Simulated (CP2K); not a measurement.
**GFN2-xTB run of SnSiPH5O2 (SMILES O[Si]1([SnH3])OP1)**

What is the vertical electron affinity of SnSiPH5O2 at GFN2-xTB? 

The calculation is run with CP2K 2026.2.

2 further runs of the same task are left out: 2 set aside as unsound or not needed.

### Step 1. The molecule

SnSiPH5O2 has 10 atoms, charge 0, and is taken as a singlet. SMILES: `O[Si]1([SnH3])OP1`. The shape comes from a force field and isn't a relaxed structure. This is one conformer, not always the lowest.

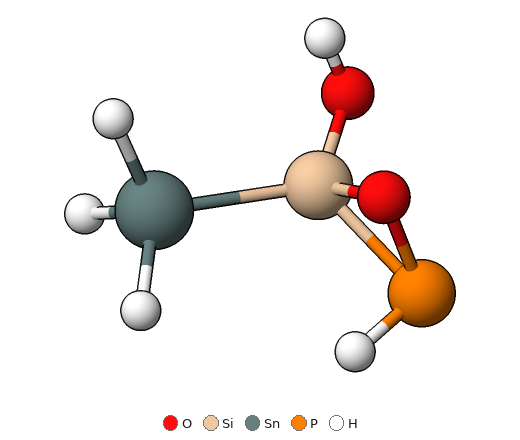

Viewed from a chosen angle; oxygen red, silicon light orange, tin teal, phosphorus orange, hydrogen white.

### Step 2. Energy and gradient at GFN2-xTB

calc.inp reads:

```
&GLOBAL
  PROJECT calc
  RUN_TYPE ENERGY_FORCE
  PRINT_LEVEL MEDIUM
&END GLOBAL

&FORCE_EVAL
  METHOD QS
  &DFT
    CHARGE 0
    MULTIPLICITY 1
    &QS
      METHOD XTB
      EPS_DEFAULT 1.0E-10
      &XTB
        GFN_TYPE TBLITE
        &TBLITE
          METHOD GFN2
        &END TBLITE
        CHECK_ATOMIC_CHARGES F
      &END XTB
    &END QS
    &POISSON
      PERIODIC NONE
      POISSON_SOLVER ANALYTIC
    &END POISSON
    ! SCF settings
    &SCF
      SCF_GUESS ATOMIC
      EPS_SCF 1.0E-06
      MAX_SCF 150
      ADDED_MOS 4
      &DIAGONALIZATION
        ALGORITHM STANDARD
      &END DIAGONALIZATION
      &MIXING
        METHOD DIRECT_P_MIXING
        ALPHA 0.4
      &END MIXING
      &SMEAR ON
        METHOD FERMI_DIRAC
        ELECTRONIC_TEMPERATURE [K] 300
      &END SMEAR
    &END SCF
    ! extra output
    &PRINT
      &MOMENTS
        PERIODIC F
        REFERENCE COM
        MAX_MOMENT 1
      &END MOMENTS
      &MO ON
        ENERGIES T
        OCCUPATION_NUMBERS T
        NDIGITS 6
        &EACH
          QS_SCF 0
        &END EACH
        ADD_LAST NUMERIC
      &END MO
      &HIRSHFELD OFF
      &END HIRSHFELD
    &END PRINT
  &END DFT
  ! atoms, cell and kinds
  &SUBSYS
    &CELL
      ABC [angstrom] 12.3 12.1 12.7
      PERIODIC NONE
    &END CELL
    &COORD
      UNIT bohr
      O     -3.7063198     0.5540677     2.5832556
      Si    -1.6958402     0.3660400     0.1116828
      Sn     2.5431934    -1.5507093     0.7318909
      O     -1.3328238     3.1828657    -1.4993087
      P     -3.0356560     1.2861476    -3.7480828
      H     -2.8221170     1.4870255     3.9293075
      H      4.3888889     0.3170960     2.8763521
      H      2.3423155    -4.5731372     1.9775984
      H      4.1853654    -1.6625810    -2.0692501
      H     -0.7099701     0.4966200    -4.8877766
    &END COORD
    &TOPOLOGY
      &CENTER_COORDINATES
      &END CENTER_COORDINATES
    &END TOPOLOGY
  &END SUBSYS
  &PRINT
    &FORCES ON
    &END FORCES
  &END PRINT
&END FORCE_EVAL
```

Run with:

```console
OMP_NUM_THREADS=1 cp2k.psmp -i calc.inp > calc.out 2>&1
```

The program printed:

```text
CP2K| version string:                                       CP2K version 2026.2
[...]
 GLOBAL| Method name                                                        CP2K
[...]
 GLOBAL| Run type                                                   ENERGY_FORCE
[...]
                             - Atoms:                                         10
[...]
                             - Spherical basis functions:                     40
[...]
 Number of electrons:                                                         30
[...]
  *** SCF run converged in    23 steps ***
[...]
  Fermi energy:                                                -0.30898432830946
[...]
 TB_DIPOLE| Moment [Debye]          0.88173429      -2.78453857       0.75281552
 TB_DIPOLE| Derivative [a.u.]       0.00000000       0.00000000       0.00000000
[...]
 ENERGY| Total FORCE_EVAL ( QS ) energy [hartree]            -17.077378101389012
 FORCES| Atomic forces [hartree/bohr]
 FORCES|   Atom     x               y               z               |f|
 FORCES|      1  4.27771132E-02  1.03100029E-02 -1.11372835E-02   4.53896096E-02
 FORCES|      2 -2.64451846E-02  3.06922526E-02 -3.32761229E-03   4.06501558E-02
 FORCES|      3  1.21752081E-02  2.07159362E-03  9.80908463E-03   1.57716624E-02
 FORCES|      4 -1.83920682E-02 -4.18018219E-02  4.37312906E-03   4.58779331E-02
 FORCES|      5  2.58295720E-02  1.24040062E-02  1.92425375E-02   3.45152345E-02
 FORCES|      6 -1.77371919E-02 -9.93531544E-03 -1.20951172E-02   2.36560844E-02
 FORCES|      7 -6.74348588E-03 -9.54511109E-03 -9.39706540E-03   1.49962857E-02
 FORCES|      8  1.68778701E-03  7.75485195E-03 -4.01813062E-03   8.89560158E-03
 FORCES|      9 -2.70149572E-03 -1.19930979E-03  6.47273254E-03   7.11566509E-03
 FORCES|     10 -1.04502541E-02 -7.51149092E-04  7.77252434E-05   1.04775034E-02
 FORCES| Sum     4.04190570E-16  2.29742440E-16 -4.43167638E-18
 FORCES| Total atomic force                                       4.64942196E-16
[...]
```

Run time: 1.3 s. Hardware: 1 thread of AMD EPYC 7R43 (Zen 3), shared host; peak memory 0.18 GiB.

### Step 3. The doublet anion at the same level

gas.inp reads:

```
&GLOBAL
 PROJECT_NAME gas
 RUN_TYPE ENERGY_FORCE
 PRINT_LEVEL MEDIUM
&END

&FORCE_EVAL
 METHOD QUICKSTEP
 &DFT
  CHARGE -1
  MULTIPLICITY 2
  SPIN_POLARIZED T
  &QS
   METHOD XTB
   EPS_DEFAULT 1.0E-10
   &XTB
    GFN_TYPE TBLITE
    &TBLITE
     METHOD GFN2
    &END
    CHECK_ATOMIC_CHARGES F
   &END
  &END
  &POISSON
   PERIODIC NONE
   POISSON_SOLVER ANALYTIC
  &END
  &SCF
   SCF_GUESS ATOMIC
   EPS_SCF 1.0E-06
   MAX_SCF 150
   ADDED_MOS 8
   &DIAGONALIZATION
    ALGORITHM STANDARD
   &END
   &MIXING
    METHOD DIRECT_P_MIXING
    ALPHA 0.4
   &END
  &END
  &PRINT
   &MOMENTS
    PERIODIC F
    REFERENCE COM
    MAX_MOMENT 1
   &END
   &MO ON
    ENERGIES T
    OCCUPATION_NUMBERS T
    NDIGITS 6
    &EACH
     QS_SCF 0
    &END
    ADD_LAST NUMERIC
   &END
   &HIRSHFELD OFF
   &END
  &END
 &END
 &SUBSYS
  &CELL
   ABC [angstrom] 12.3 12.1 12.7
   PERIODIC NONE
  &END
  &COORD
   UNIT bohr
   O     -3.7063198     0.5540677     2.5832556
   Si    -1.6958402     0.3660400     0.1116828
   Sn     2.5431934    -1.5507093     0.7318909
   O     -1.3328238     3.1828657    -1.4993087
   P     -3.0356560     1.2861476    -3.7480828
   H     -2.8221170     1.4870255     3.9293075
   H      4.3888889     0.3170960     2.8763521
   H      2.3423155    -4.5731372     1.9775984
   H      4.1853654    -1.6625810    -2.0692501
   H     -0.7099701     0.4966200    -4.8877766
  &END
  &TOPOLOGY
   &CENTER_COORDINATES
   &END
  &END
 &END
 &PRINT
  &FORCES ON
  &END
 &END
&END
```

Run with:

```console
OMP_NUM_THREADS=1 cp2k.psmp -i gas.inp -o gas.out
```

The program printed:

```text
CP2K| version string:                                       CP2K version 2026.2
[...]
 GLOBAL| Method name                                                        CP2K
[...]
 GLOBAL| Run type                                                   ENERGY_FORCE
[...]
                             - Atoms:                                         10
[...]
                             - Spherical basis functions:                     40
[...]
 Number of electrons:                                                         16
[...]
  *** SCF run converged in    20 steps ***
[...]
  Fermi energy:                                                -0.10838774799461
[...]
 TB_DIPOLE| Moment [Debye]          3.66928388      -4.27530575       3.77584556
 TB_DIPOLE| Derivative [a.u.]       0.00000000       0.00000000       0.00000000
[...]
 ENERGY| Total FORCE_EVAL ( QS ) energy [hartree]            -17.271679607439484
 FORCES| Atomic forces [hartree/bohr]
 FORCES|   Atom     x               y               z               |f|
 FORCES|      1  3.48814077E-02  2.12947786E-02  9.36866069E-03   4.19279381E-02
 FORCES|      2 -2.55326343E-02 -6.47377702E-03 -9.78600666E-03   2.80996642E-02
 FORCES|      3 -1.44109812E-02  2.26644943E-02  5.26432161E-03   2.73691206E-02
 FORCES|      4 -1.82213960E-02 -3.95557688E-02  7.69105089E-03   4.42247711E-02
 FORCES|      5  2.16620159E-02  2.78939611E-02 -7.53728598E-03   3.61126941E-02
 FORCES|      6 -1.73526451E-02 -7.93322380E-03 -1.17640487E-02   2.24152442E-02
 FORCES|      7  1.49808559E-02 -2.07347632E-03  7.21727961E-03   1.67575199E-02
 FORCES|      8  6.81578371E-03 -6.17613061E-03 -2.30697754E-04   9.20069119E-03
 FORCES|      9  1.09116583E-02 -7.84364761E-03 -3.39329057E-03   1.38600691E-02
 FORCES|     10 -1.37340649E-02 -1.79720984E-03  3.17001682E-03   1.42092755E-02
 FORCES| Sum    -1.56125113E-17  1.32706346E-16  8.32667268E-17
 FORCES| Total atomic force                                       1.57442283E-16
[...]
```

Wall time 1.3 s (1 thread of AMD EPYC 7R43 (Zen 3), shared host); peak memory 0.18 GiB.

### Step 4. What came out

At GFN2-xTB:

| quantity | value |
| --- | --- |
| singlet SnSiPH5O2: total energy | -17.07738 Eh |
| singlet SnSiPH5O2: dipole moment (from atomic charges alone) | 3.02 D |
| singlet SnSiPH5O2: HOMO energy | -10.35 eV |
| singlet SnSiPH5O2: LUMO energy | -7.51 eV |
| singlet SnSiPH5O2: HOMO–LUMO gap | 2.84 eV |
| singlet SnSiPH5O2: largest force on an atom | 2.359 eV/Å |
| doublet anion: total energy | -17.27168 Eh |
| doublet anion: HOMO energy (highest over α and β) | -3.08 eV |
| doublet anion: LUMO energy (lowest over α and β) | -2.82 eV |
| doublet anion: largest force on an atom | 2.274 eV/Å |
| vertical electron affinity (to the doublet anion) | 5.287 eV |

At fixed nuclei the extra electron is bound by 5.29 eV (122 kcal/mol). The largest force (singlet SnSiPH5O2) is 2.36 eV/Å: the shape isn't a stationary point for this species at this level. A minimal valence basis can't be trusted even for the sign of an electron affinity. No empirical shift is applied, and without it xTB methods put this difference several eV too high. The dipole (singlet SnSiPH5O2) comes from point charges on the atoms alone, without atomic dipoles, so it is partial.
